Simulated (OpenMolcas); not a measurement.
# C3H12AlN (SMILES C[N+](C)(C)[AlH3-]): levels of theory compared

We compute a comparison of 6 runs (HF/3-21G, HF/6-31G*, B3LYP/6-31G*, BHLYP/6-31G*, M06-L/6-31G*, CCSD(T)/6-31G*) of C3H12AlN. 

Program for the calculation: OpenMolcas 26.06.

1 further run of the same task is left out (set aside as unsound or not needed).

### Step 1. The structure to begin with

The species is C3H12AlN (17 atoms), meant as a singlet with charge 0. As SMILES, `C[N+](C)(C)[AlH3-]`. The shape is that of a PBE0-D4/def2-TZVP optimisation.

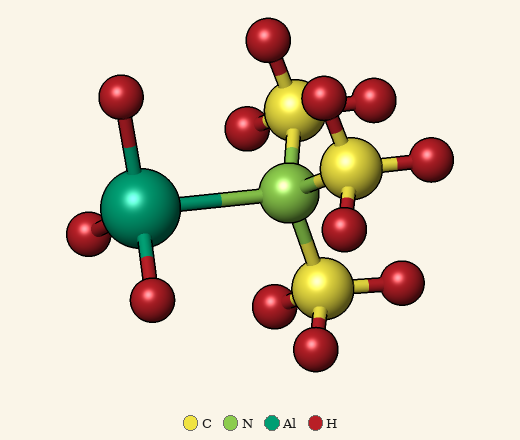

Viewed from a chosen angle; carbon yellow, nitrogen green, aluminium teal, hydrogen red.

### Step 2. Energy and gradient at HF/3-21G (run 1)

calc.input reads:

```
* C3H12AlN Hartree-Fock
>>> EXPORT MOLCAS_PRINT=2
&GATEWAY
BASLIB = $CurrDir
BASISSET
C.3-21G....
C1 -0.410030 0.333490 -1.422360 angstrom
C3 1.374430 0.621560 0.164800 angstrom
C4 0.248370 -1.496930 -0.007280 angstrom
End of Basis
BASISSET
N.3-21G....
N2 0.091540 -0.040900 -0.095470 angstrom
End of Basis
BASISSET
Al.3-21G....
Al5 -1.266110 0.565730 1.320390 angstrom
End of Basis
BASISSET
H.3-21G....
H6 -0.544290 1.414480 -1.463590 angstrom
H7 0.293440 0.022320 -2.203250 angstrom
H8 -1.374660 -0.145770 -1.589950 angstrom
H9 1.721230 0.353090 1.162760 angstrom
H10 1.236220 1.701960 0.121050 angstrom
H11 2.123090 0.318450 -0.576240 angstrom
H12 0.596680 -1.760740 0.991400 angstrom
H13 0.969260 -1.853650 -0.751970 angstrom
H14 -0.717070 -1.973220 -0.178530 angstrom
H15 -1.270920 2.146180 1.036030 angstrom
H16 -2.552060 -0.268800 0.842230 angstrom
H17 -0.519120 0.062750 2.649950 angstrom
End of Basis
&SEWARD
&SCF
THRESHOLDS = 1e-10 1e-07 1e-07 1e-05
PRORBITALS = 1 1
&ALASKA
```

The basis set 3-21G is read from a file made from the Basis Set Exchange's data (not shown).

Started as:

```console
$ export MOLCAS_MEM=1860
$ pymolcas calc.input > calc.log
```

Log:

```text
--- Start Module: gateway ---
[...]
--- Stop Module: gateway /rc=_RC_ALL_IS_WELL_ ---
[...]
      Basis functions           73
[...]
--- Start Module: scf ---
[...]
       Convergence after  12 Iterations
[...]
::    Total SCF energy                               -414.6590305635
[...]
      Total spin, S                                     0.0000000000
[...]
      Total electronic charge=   50.000000
      Total            charge=   -0.000000
[...]
      Dipole Moment (debye):
      Origin of the operator (angstrom)=   -0.2062    0.0921    0.2150
                   X=  3.7748E+00               Y= -1.6866E+00               Z= -3.9367E+00           Total=  5.7089E+00
      Quadrupole Moment (debye*angstrom):
[...]
--- Stop Module: scf /rc=_RC_ALL_IS_WELL_ ---
[...]
--- Start Module: alaska ---
[...]
 *              Molecular gradients               *
 **************************************************
  Irreducible representation: a
 ------------------------------------------------------------------------------------------
                              X                       Y                       Z
 ------------------------------------------------------------------------------------------
  C1                1.02355523087077E-02   -7.09238373145632E-03    2.03657637576491E-02
  C3               -1.97224797356088E-02   -1.19288831747726E-02   -6.26552383438672E-03
  C4               -8.14031751112276E-04    2.36286262997289E-02   -3.37357513907643E-03
  N2                9.62622097412491E-03   -4.30365037488634E-03   -1.00607449809911E-02
  AL5              -5.03562009666325E-03    2.25391411962672E-03    5.24496969308341E-03
  H6               -9.33932726234987E-04    6.87188775240166E-03    7.35032911011846E-04
  H7                4.41769829597027E-03   -1.94570013657092E-03   -5.06274095197767E-03
  H8               -6.24672590527275E-03   -3.10089381944190E-03   -7.15782364184570E-05
[...]
--- Stop Module: alaska /rc=_RC_ALL_IS_WELL_ ---
[...]
```

Wall time 3.3 s (1 thread of Intel Xeon 6975P-C (Granite Rapids), shared host); peak memory 0.42 GiB.

### Step 3. Energy and forces at HF/6-31G(d) (spherical functions) (run 2)

job.inp reads:

```
>>> EXPORT MOLCAS_PRINT=2
&GATEWAY
BasLib=$CurrDir
Coord
17
angstrom
C       -0.410030       0.333490      -1.422360
N        0.091540      -0.040900      -0.095470
C        1.374430       0.621560       0.164800
C        0.248370      -1.496930      -0.007280
Al      -1.266110       0.565730       1.320390
H       -0.544290       1.414480      -1.463590
H        0.293440       0.022320      -2.203250
H       -1.374660      -0.145770      -1.589950
H        1.721230       0.353090       1.162760
H        1.236220       1.701960       0.121050
H        2.123090       0.318450      -0.576240
H        0.596680      -1.760740       0.991400
H        0.969260      -1.853650      -0.751970
H       -0.717070      -1.973220      -0.178530
H       -1.270920       2.146180       1.036030
H       -2.552060      -0.268800       0.842230
H       -0.519120       0.062750       2.649950
Basis=6-31Gs
Group=NoSym
&SEWARD
&SCF
Thresholds=1e-10 1e-07 1e-07 1e-05
PrOrbitals=1 1
&ALASKA
```

The basis set 6-31G* is read from a file made from the Basis Set Exchange's data (not shown).

Started as:

```console
$ export MOLCAS_MEM=1860
$ pymolcas job.inp > job.log
```

Log:

```text
--- Start Module: gateway ---
[...]
--- Stop Module: gateway /rc=_RC_ALL_IS_WELL_ ---
[...]
      Basis functions           98
[...]
--- Start Module: scf ---
[...]
       Convergence after  12 Iterations
[...]
::    Total SCF energy                               -416.9286848722
[...]
      Total spin, S                                     0.0000000000
[...]
      Total electronic charge=   50.000000
      Total            charge=   -0.000000
[...]
      Dipole Moment (debye):
      Origin of the operator (angstrom)=   -0.2062    0.0921    0.2150
                   X=  3.6473E+00               Y= -1.6296E+00               Z= -3.8037E+00           Total=  5.5161E+00
      Quadrupole Moment (debye*angstrom):
[...]
--- Stop Module: scf /rc=_RC_ALL_IS_WELL_ ---
[...]
--- Start Module: alaska ---
[...]
 *              Molecular gradients               *
 **************************************************
  Irreducible representation: a
 ------------------------------------------------------------------------------------------
                              X                       Y                       Z
 ------------------------------------------------------------------------------------------
  C1                3.61455980310832E-03   -2.52783024602798E-03    7.49544430250726E-03
  N2               -2.33131948743126E-03    1.03922485740915E-03    2.41071049033192E-03
  C3               -7.26752385399809E-03   -4.28269922671287E-03   -2.16958088021794E-03
  C4               -3.98030446695730E-04    8.62517483269531E-03   -1.11720701153928E-03
  AL5               3.34696706495130E-03   -1.49153371403754E-03   -3.49737125393190E-03
  H6               -9.11542894980300E-04    6.82292346111435E-03    6.72193734698068E-04
  H7                4.49107503555357E-03   -2.03453358514671E-03   -4.42900699627291E-03
  H8               -6.18794769550046E-03   -3.08609223222867E-03   -1.30521840233433E-04
[...]
--- Stop Module: alaska /rc=_RC_ALL_IS_WELL_ ---
[...]
```

Run time: 10 s. Hardware: 1 thread of Intel Xeon 6975P-C (Granite Rapids), shared host; peak memory 0.55 GiB.

Runs 3 to 5 aren't shown in full; the table further down has their settings and results.

### Step 4. A single-point energy at CCSD(T)/6-31G(d) (Cholesky decomposition, spherical functions) (run 6)

mol.input reads:

```
* C3H12AlN CCSD(T)

&GATEWAY
 BASLIB=$CurrDir
 COORD
 17
 angstrom
 C       -0.410030       0.333490      -1.422360
 N        0.091540      -0.040900      -0.095470
 C        1.374430       0.621560       0.164800
 C        0.248370      -1.496930      -0.007280
 Al      -1.266110       0.565730       1.320390
 H       -0.544290       1.414480      -1.463590
 H        0.293440       0.022320      -2.203250
 H       -1.374660      -0.145770      -1.589950
 H        1.721230       0.353090       1.162760
 H        1.236220       1.701960       0.121050
 H        2.123090       0.318450      -0.576240
 H        0.596680      -1.760740       0.991400
 H        0.969260      -1.853650      -0.751970
 H       -0.717070      -1.973220      -0.178530
 H       -1.270920       2.146180       1.036030
 H       -2.552060      -0.268800       0.842230
 H       -0.519120       0.062750       2.649950
 BASIS=6-31Gs
 GROUP=NoSym

&SEWARD
 HIGH

&SCF
 THRESHOLDS=1e-10 1e-07 1e-07 1e-05
 PRORBITALS=1

&CHCC
 FROZEN=9
 THRESHOLD=1e-08
 MAXITERATIONS=80

&CHT3
 FROZEN=9
```

The basis set 6-31G* is read from a file made from the Basis Set Exchange's data (not shown).

Started as:

```console
$ export MOLCAS_MEM=1860
$ pymolcas mol.input > mol.log
```

Log:

```text
--- Start Module: gateway ---
[...]
--- Stop Module: gateway /rc=_RC_ALL_IS_WELL_ ---
[...]
      Basis functions           98
[...]
       Convergence after  12 Iterations
[...]
::    Total SCF energy                               -416.9286848147
[...]
      Total spin, S                                     0.0000000000
[...]
      Total electronic charge=   50.000000
      Total            charge=   -0.000000
[...]
      Dipole Moment (debye):
      Origin of the operator (angstrom)=   -0.2062    0.0921    0.2150
                   X=  3.6473E+00               Y= -1.6296E+00               Z= -3.8037E+00           Total=  5.5161E+00
      Quadrupole Moment (debye*angstrom):
[...]
--- Start Module: chcc ---
[...]
--- Stop Module: chcc /rc=_RC_ALL_IS_WELL_ ---
[...]
--- Start Module: cht3 ---
[...]
--- Stop Module: cht3 /rc=_RC_ALL_IS_WELL_ ---
[...]
```

It took 3.2 min on 1 thread of Intel Xeon 6975P-C (Granite Rapids), shared host; peak memory 0.18 GiB.

### Step 5. The series

| run | level | integration grid | integral approximation | energy (Eh) | dipole moment (D) of the reference | HOMO energy (eV) | LUMO energy (eV) | wall time |
| --- | --- | --- | --- | --- | --- | --- | --- | --- |
| 1 | HF/3-21G | – | none | -414.659031 | 5.71 | -10.24 | 4.02 | 3.3 s |
| 2 | HF/6-31G* (spherical functions) | – | none | -416.928685 | 5.52 | -10.38 | 3.70 | 10 s |
| 3 | B3LYP/6-31G* (spherical functions) | UltraFine | none | -418.722189 | 5.39 | -7.04 | 0.69 | 68 s |
| 4 | BHLYP/6-31G* (spherical functions) | UltraFine | none | -418.579970 | 5.43 | -8.45 | 1.70 | 67 s |
| 5 | M06-L/6-31G* (spherical functions) | UltraFine | none | -418.661453 | 5.24 | -6.39 | 0.54 | 82 s |
| 6 | CCSD(T)/6-31G* (Cholesky decomposition, spherical functions) | – | CD high | -417.633721 | 5.52 | -10.38 | 3.70 | 3.2 min |

### Step 6. Outcome

| quantity | value |
| --- | --- |
| run 6: total energy | -417.63372 Eh |
| run 6: dipole moment (mean-field density) | 5.52 D |
| run 6: HOMO energy (Hartree–Fock orbitals) | -10.38 eV |
| run 6: LUMO energy (Hartree–Fock orbitals) | 3.70 eV |
| run 6: HOMO–LUMO gap (Hartree–Fock orbitals) | 14.08 eV |
| run 6: correlation energy (9 core orbitals frozen) | -705.0 mEh |
| run 6: (T) correction | -18.47 mEh |

Over runs 1, 2, 3, 4, 5 the dipole moment (its size) runs from 5.24 D (M06-L/6-31G*) to 5.71 D (HF/3-21G). The two ends differ in method and basis. Over runs 1, 2, 3, 4, 5 the HOMO–LUMO gap runs from 6.94 eV (M06-L/6-31G*) to 14.26 eV (HF/3-21G). Totals of different functionals can't be ranked against each other. All runs together took 7 min, the longest 3.2 min.
